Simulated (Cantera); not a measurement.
Charge: 1 mol PbS, 0.53 mol H2, 46 mol N2, equilibrated at 10.0 mbar.

Equilibrium computed with Cantera from the NASA thermochemical tables; the gas is ideal and each condensed phase is pure. Candidate condensed phases: Pb, PbS, S; 18 gas species. Gases not in the tables: S3 to S7. Equilibrium is a limit: real reactors are often held back by kinetics, nucleation or transport.

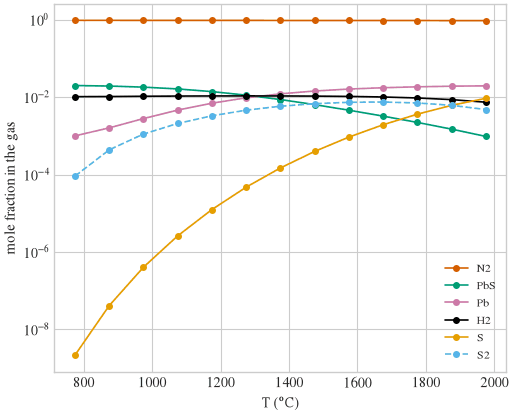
Equilibrium gas composition (values under 1e-9 drawn at 1e-9)

**Question.** Read off the mole fractions at 1575 °C.

**Answer.** N2 about 0.96, Pb about 0.016, H2 about 0.010, S2 about 0.0074, PbS about 0.0046, S about 0.00093.
